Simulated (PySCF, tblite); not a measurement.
# C₃H₉FO₂Si₂: geometry, infrared bands and NMR shifts

Aim: predict the infrared bands and NMR shifts of C₃H₉FO₂Si₂ (`F[C@@H]1C[SiH2][C@H](O[SiH3])O1`).

The runs use tblite 0.8.0 and PySCF 2.14.0, with density-fitted response routines of our own; the level of theory stands in each step. All values are computed, except where a source is named. Atoms are numbered from 0 throughout.

### 1 The molecule as given

17 atoms, charge 0, multiplicity 1; geometry from: force field or distance geometry start.

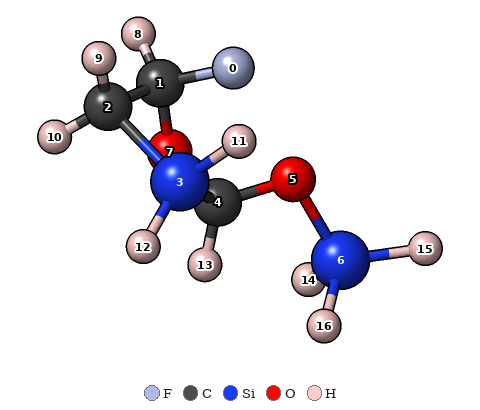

As it starts; fluorine light blue, carbon dark grey, silicon blue, oxygen red, hydrogen pink, atoms numbered.

### 2 Geometry optimisation with GFN2-xTB

What the job is given:

```
{"job": {"kind": "relax", "xc": "GFN2-xTB", "basis": "xTB"}, "charge": 0, "multiplicity": 1}
F     -0.879900     0.067100     1.918800
C     -1.486500     0.875000     0.932300
C     -2.292300    -0.117000     0.105900
Si    -0.816100    -1.255700    -0.138200
C      0.405700     0.157100    -0.071300
O      1.221800     0.153400     1.021600
Si     2.837200     0.312900     0.405900
O     -0.474500     1.252300     0.086300
H     -2.076600     1.680800     1.352100
H     -3.107400    -0.594000     0.681700
H     -2.582200     0.297900    -0.870800
H     -0.700100    -2.119600     1.049200
H     -0.851600    -1.960400    -1.376800
H      0.941000     0.255200    -1.055100
H      3.026300     1.637000    -0.226000
H      3.839800     0.095500     1.449300
H      2.988300    -0.725400    -0.625600
```

Run with:

```console
OMP_NUM_THREADS=1 python probes_run.py task.json out
```

This one command runs all jobs of the session in turn.

**Question.** This job is followed by: GFN2-xTB harmonic vibrations, gas phase; GIAO PBE0/pcSseg-1 NMR shielding, non-relativistic, gas phase. What will the session give for the following? strongest single infrared mode (GFN2-xTB); zero-point energy (GFN2-xTB); ¹³C shifts against TMS (PBE0/pcSseg-1); ¹H shifts against TMS (PBE0/pcSseg-1, means over atoms taken as alike); ¹⁹F shifts against CFCl3 (PBE0/pcSseg-1); ²⁹Si shifts against TMS (PBE0/pcSseg-1); ¹⁷O shifts against H2O (PBE0/pcSseg-1).

**Answer**, as computed:

| quantity | value |
| --- | --- |
| strongest single infrared mode (GFN2-xTB) | 2213 cm⁻¹, 327 km/mol |
| zero-point energy (GFN2-xTB) | 70.7 kcal/mol |
| ¹³C shifts against TMS (PBE0/pcSseg-1) | 118.3, 100.4, 21.6 ppm |
| ¹H shifts against TMS (PBE0/pcSseg-1, means over atoms taken as alike) | 6.47, 5.80, 4.86, 4.40, 4.32, 1.69, 1.25 ppm |
| ¹⁹F shifts against CFCl3 (PBE0/pcSseg-1) | -120.3 ppm |
| ²⁹Si shifts against TMS (PBE0/pcSseg-1) | -29.7, -39.9 ppm |
| ¹⁷O shifts against H2O (PBE0/pcSseg-1) | 175.3, 74.1 ppm |

In words: Over 164 steps the energy fell by 1.441 eV; of the close pairs, O5–Si6 changed most, 1.736 to 1.633 Å. No mode is imaginary among the 45: a minimum at this level. The strongest single mode, at 2213 cm⁻¹, moves mainly H16. Unscaled tight-binding wavenumbers are off by several per cent, some by more. Its intensities can rank the bands wrongly. H8 (hydrogen on an sp3 CH bonded to F and O) lies farthest downfield among hydrogen, at 6.47 ppm; its carbon carries F and O, which withdraws density. At PBE0/pcSseg-1: The largest span, 163 ppm, is at F0, where the paramagnetic term is -186 ppm.
